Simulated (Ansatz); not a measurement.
A computed series for MgS: response to strain

The parent structure is MgS in the rock salt structure (space group Fm-3m, No. 225).

```xyz
2
Lattice="0.0000 2.5646 2.5646 2.5646 0.0000 2.5646 2.5646 2.5646 0.0000" Properties=species:S:1:pos:R:3 pbc="T T T"
Mg     0.0000     0.0000     0.0000
S      2.5646     2.5646     2.5646
```

Cartesian axes are those of the cell as printed.

Strains are applied to the cell and any free atomic positions relax.

Computed with LDA (Ansatz, a quantum-chemistry and plane-wave program), scalar-relativistic without spin-orbit coupling.

Notes on the quantities. energy relative to the base: free energy F.

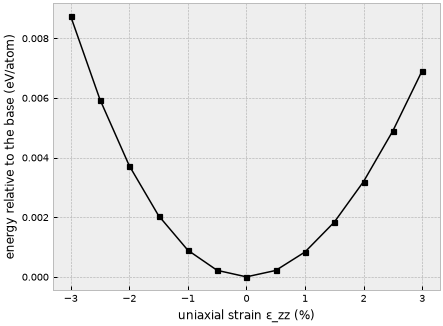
Energy relative to the base against uniaxial strain ε_zz

Q: From the plot, what is the energy relative to the base for uniaxial strain ε_zz = +1.50 %?

A: About 0.0018 eV/atom.

Q: Is the trend monotonic over the range shown?

A: No, it turns within the range, spanning 0 meV/atom to +8.7 meV/atom.

Whether these cells are dynamically stable was not tested.
